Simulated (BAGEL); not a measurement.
# SiH2S2 (SMILES S[Si]S) at 4 levels

Wanted: a comparison of 4 runs (B3LYP/6-31G*, B3LYP/def2-SVPD, PBE0/def2-SVPD, RI-MP2/def2-SVPD) of SiH2S2. 

The results are computed with BAGEL 1.2.2.

### Step 1. Starting point

SiH2S2 has 5 atoms, charge 0, and is taken as a singlet. SMILES: `S[Si]S`. The shape is that of a PBE0-D4/def2-TZVP optimisation. This is one conformer, not always the lowest.

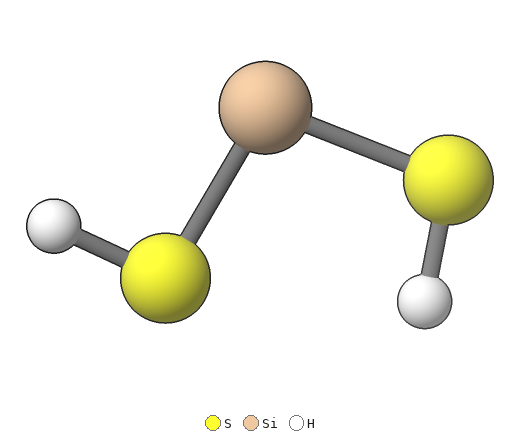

Viewed from a chosen angle; sulfur yellow, silicon light orange, hydrogen white.

### Step 2. A single-point energy at B3LYP/6-31G(d) (density fitting with qzvpp-jkfit, spherical functions) (run 1)

The input, job.json:

```json
{ "bagel" : [

{
  "title" : "molecule",
  "basis" : "6-31gs.json",
  "df_basis" : "qzvpp-jkfit",
  "angstrom" : "true",
  "geometry" : [
    { "atom" : "S", "xyz" : [      -0.640700,      -1.023800,      -0.541200 ] },
    { "atom" : "Si", "xyz" : [      -0.655200,       0.968900,       0.237800 ] },
    { "atom" : "S", "xyz" : [       1.426500,       1.117300,       0.734200 ] },
    { "atom" : "H", "xyz" : [      -1.954700,      -1.042200,      -0.825100 ] },
    { "atom" : "H", "xyz" : [       1.874100,      -0.093900,       0.352900 ] }
  ]
},

{
  "title" : "ks",
  "xc_func" : "b3lyp"
},

{
  "title" : "print",
  "file" : "orbitals.molden",
  "orbitals" : "true"
}

]}
```

The basis set 6-31G* is read from a file made from the Basis Set Exchange's data (not shown).

Started as:

```console
$ BAGEL_NUM_THREADS=1 BAGEL job.json > job.out
```

Output:

```text
* using 1 threads per process

  ===============================================================
  ===============================================================

  *** Geometry ***

  { "atom" : "S", "xyz" : [     -1.210748,     -1.934702,     -1.022720 ] },
  { "atom" : "Si", "xyz" : [     -1.238149,      1.830956,      0.449377 ] },
  { "atom" : "S", "xyz" : [      2.695694,      2.111391,      1.387437 ] },
  { "atom" : "H", "xyz" : [     -3.693848,     -1.969473,     -1.559213 ] },
  { "atom" : "H", "xyz" : [      3.541536,     -0.177445,      0.666884 ] },

  Number of auxiliary basis functions:      420

  Since a DF basis is specified, we compute 2- and 3-index integrals:
    o Being stored without compression. Storage requirement is 0.011 GB

  Number of basis functions:       58
  Number of electrons      :       48

    * METHOD: MOLECULE                             0.14

  *** Kohn-Sham DFT ***

    * Removing 7998 points whose weight is below 1.00e-10
    * Grid points: 66532

  === Nuclear Repulsion ===
   175.6983738925

       - DIIS with orbital gradients will be used.

  === KS iteration (b3lyp / 6-31gs.json) ===
      0      -1073.42478923          0.14442383           0.18
      1      -1078.49454884          0.08934063           0.16
      2      -1078.67880489          0.12084295           0.15
      3      -1086.05994967          0.04020501           0.15
      4      -1085.96212785          0.04506383           0.16
      5      -1087.04169306          0.00903719           0.16
      6      -1087.05050786          0.00951903           0.15
      7      -1087.09413802          0.00086856           0.16
      8      -1087.09441197          0.00029064           0.16
      9      -1087.09445300          0.00004652           0.16
     10      -1087.09445390          0.00000859           0.16
     11      -1087.09445393          0.00000330           0.15
     12      -1087.09445394          0.00000107           0.15
     13      -1087.09445394          0.00000047           0.15
     14      -1087.09445394          0.00000014           0.16
     15      -1087.09445394          0.00000004           0.16
     16      -1087.09445394          0.00000001           0.15
     17      -1087.09445394          0.00000001           0.14
    * SCF iteration converged.

    * Permanent dipole moment:
           (    0.380026,     0.292254,     0.194767) a.u.

    * METHOD: KS                                   3.01

    * METHOD: PRINT                                0.01

  ===============================================================
```

It took 3.6 s on 1 thread of Arm Neoverse V2, shared host; peak memory 0.23 GiB.

### Step 3. The energy at B3LYP/def2-SVPD (density fitting with qzvpp-jkfit) (run 2)

The input, dft.json:

```json
{ "bagel": [

{
  "title": "molecule",
  "basis": "def2-svpd.json",
  "df_basis": "qzvpp-jkfit",
  "angstrom": true,
  "geometry": [
    { "atom": "S", "xyz": [   -0.640700,   -1.023800,   -0.541200 ] },
    { "atom": "Si", "xyz": [   -0.655200,    0.968900,    0.237800 ] },
    { "atom": "S", "xyz": [    1.426500,    1.117300,    0.734200 ] },
    { "atom": "H", "xyz": [   -1.954700,   -1.042200,   -0.825100 ] },
    { "atom": "H", "xyz": [    1.874100,   -0.093900,    0.352900 ] }
  ]
},
{ "title": "ks", "xc_func": "b3lyp" },
{ "title": "print", "file": "orbitals.molden", "orbitals": true }

]}
```

The basis set def2-SVPD is read from a file made from the Basis Set Exchange's data (not shown).

Started as:

```console
$ BAGEL_NUM_THREADS=1 BAGEL dft.json > dft.out
```

Output:

```text
* using 1 threads per process

  ===============================================================
  ===============================================================

  *** Geometry ***

  { "atom" : "S", "xyz" : [     -1.210748,     -1.934702,     -1.022720 ] },
  { "atom" : "Si", "xyz" : [     -1.238149,      1.830956,      0.449377 ] },
  { "atom" : "S", "xyz" : [      2.695694,      2.111391,      1.387437 ] },
  { "atom" : "H", "xyz" : [     -3.693848,     -1.969473,     -1.559213 ] },
  { "atom" : "H", "xyz" : [      3.541536,     -0.177445,      0.666884 ] },

  Number of auxiliary basis functions:      420

  Since a DF basis is specified, we compute 2- and 3-index integrals:
    o Being stored without compression. Storage requirement is 0.030 GB

  Number of basis functions:       94
  Number of electrons      :       48

    * METHOD: MOLECULE                             0.15

  *** Kohn-Sham DFT ***

    * Removing 7998 points whose weight is below 1.00e-10
    * Grid points: 66532

  === Nuclear Repulsion ===
   175.6983738925

       - DIIS with orbital gradients will be used.

  === KS iteration (b3lyp / def2-svpd.json) ===
      0      -1071.01648302          0.07694196           0.29
      1      -1069.43285735          0.11202932           0.27
      2      -1078.28789847          0.08009040           0.28
      3      -1085.00819802          0.05166951           0.28
      4      -1086.46398961          0.02295830           0.27
      5      -1086.79807143          0.00723396           0.28
      6      -1086.82223019          0.00449526           0.26
      7      -1086.83355923          0.00080375           0.26
      8      -1086.83399012          0.00022623           0.28
      9      -1086.83401371          0.00009793           0.26
     10      -1086.83401859          0.00001480           0.27
     11      -1086.83401869          0.00000435           0.27
     12      -1086.83401870          0.00000140           0.27
     13      -1086.83401870          0.00000089           0.29
     14      -1086.83401870          0.00000013           0.28
     15      -1086.83401870          0.00000004           0.28
     16      -1086.83401870          0.00000002           0.29
     17      -1086.83401870          0.00000000           0.27
    * SCF iteration converged.

    * Permanent dipole moment:
           (    0.283084,     0.237614,     0.152906) a.u.

    * METHOD: KS                                   5.18

    * METHOD: PRINT                                0.01

  ===============================================================
```

It took 5.7 s on 1 thread of Arm Neoverse V2, shared host; peak memory 0.32 GiB.

Run 3 isn't shown in full; the table further down has it.

### Step 4. The energy at RI-MP2/def2-SVPD (density fitting with qzvpp-jkfit) (run 4)

The input, input.json:

```json
{ "bagel": [

{
  "title": "molecule",
  "basis": "def2-svpd.json",
  "df_basis": "qzvpp-jkfit",
  "angstrom": true,
  "geometry": [
    { "atom": "S", "xyz": [      -0.640700,      -1.023800,      -0.541200 ] },
    { "atom": "Si", "xyz": [      -0.655200,       0.968900,       0.237800 ] },
    { "atom": "S", "xyz": [       1.426500,       1.117300,       0.734200 ] },
    { "atom": "H", "xyz": [      -1.954700,      -1.042200,      -0.825100 ] },
    { "atom": "H", "xyz": [       1.874100,      -0.093900,       0.352900 ] }
  ]
},

{
  "title": "hf"
},

{
  "title": "mp2",
  "ncore": 15
}

]}
```

The basis set def2-SVPD is read from a file made from the Basis Set Exchange's data (not shown).

Started as:

```console
$ BAGEL_NUM_THREADS=1 BAGEL input.json > input.out
```

Output:

```text
* using 1 threads per process

  ===============================================================
  ===============================================================

  *** Geometry ***

  { "atom" : "S", "xyz" : [     -1.210748,     -1.934702,     -1.022720 ] },
  { "atom" : "Si", "xyz" : [     -1.238149,      1.830956,      0.449377 ] },
  { "atom" : "S", "xyz" : [      2.695694,      2.111391,      1.387437 ] },
  { "atom" : "H", "xyz" : [     -3.693848,     -1.969473,     -1.559213 ] },
  { "atom" : "H", "xyz" : [      3.541536,     -0.177445,      0.666884 ] },

  Number of auxiliary basis functions:      420

  Since a DF basis is specified, we compute 2- and 3-index integrals:
    o Being stored without compression. Storage requirement is 0.030 GB

  Number of basis functions:       94
  Number of electrons      :       48

    * METHOD: MOLECULE                             0.15

  *** RHF ***

  === Nuclear Repulsion ===
   175.6983738925

      * DIIS with orbital gradients will be used.

  === RHF iteration (def2-svpd.json) ===
      0      -1084.76498876          0.00974211           0.07
      1      -1084.84075358          0.00505535           0.07
      2      -1084.85698189          0.00132192           0.07
      3      -1084.85919898          0.00029024           0.07
      4      -1084.85931385          0.00011072           0.07
      5      -1084.85933381          0.00002954           0.08
      6      -1084.85933524          0.00000884           0.06
      7      -1084.85933535          0.00000330           0.06
      8      -1084.85933537          0.00000088           0.06
      9      -1084.85933537          0.00000033           0.07
     10      -1084.85933537          0.00000011           0.07
     11      -1084.85933537          0.00000004           0.07
     12      -1084.85933537          0.00000002           0.07
     13      -1084.85933537          0.00000001           0.07
    * SCF iteration converged.

    * Permanent dipole moment:
           (    0.328061,     0.255723,     0.169482) a.u.

    * METHOD: HF                                   1.10

  *** RHF ***

  === Nuclear Repulsion ===
   175.6983738925

      * DIIS with orbital gradients will be used.

  === RHF iteration (def2-svpd.json) ===
      0      -1084.85933537          0.00000000           0.07
    * SCF iteration converged.

    * Permanent dipole moment:
           (    0.328061,     0.255723,     0.169482) a.u.

  === DF-MP2 calculation ===

    * freezing 15 orbitals
    * 3-index integral transformation done
    * assembly done

      MP2 correlation energy:   -0.3678563350      0.03

      MP2 total energy:       -1085.2271917022

    * METHOD: MP2                                  0.17

  ===============================================================
```

Run time: 1.6 s. Hardware: 1 thread of Arm Neoverse V2, shared host; peak memory 0.11 GiB.

### Step 5. The series

```
run                                                                 level  frozen core orbitals   energy (Eh)  dipole moment (D)  HOMO energy (eV)  LUMO energy (eV)  wall time
  1  B3LYP/6-31G* (density fitting with qzvpp-jkfit, spherical functions)                     –  -1087.094454               1.32             -6.95             -2.36      3.6 s
  2                    B3LYP/def2-SVPD (density fitting with qzvpp-jkfit)                     –  -1086.834019               1.02             -7.01             -2.40      5.7 s
  3                     PBE0/def2-SVPD (density fitting with qzvpp-jkfit)                     –  -1086.381699               1.06             -7.20             -2.27      5.4 s
  4                   RI-MP2/def2-SVPD (density fitting with qzvpp-jkfit)                    15  -1085.227192                  –                 –                 –      1.6 s
```

### Step 6. Results

| quantity | value |
| --- | --- |
| run 4: total energy | -1085.22719 Eh |
| run 4: correlation energy (15 core orbitals frozen) | -367.9 mEh |

What this shows: Over runs 1, 2, 3 the dipole moment (its size) runs from 1.02 D (B3LYP/def2-SVPD) to 1.32 D (B3LYP/6-31G*). Over runs 1, 2, 3 the HOMO–LUMO gap runs from 4.59 eV (B3LYP/6-31G*) to 4.94 eV (PBE0/def2-SVPD). The two ends differ in method and basis. Totals of different functionals can't be ranked against each other. All runs together took 16 s, the longest 5.7 s.
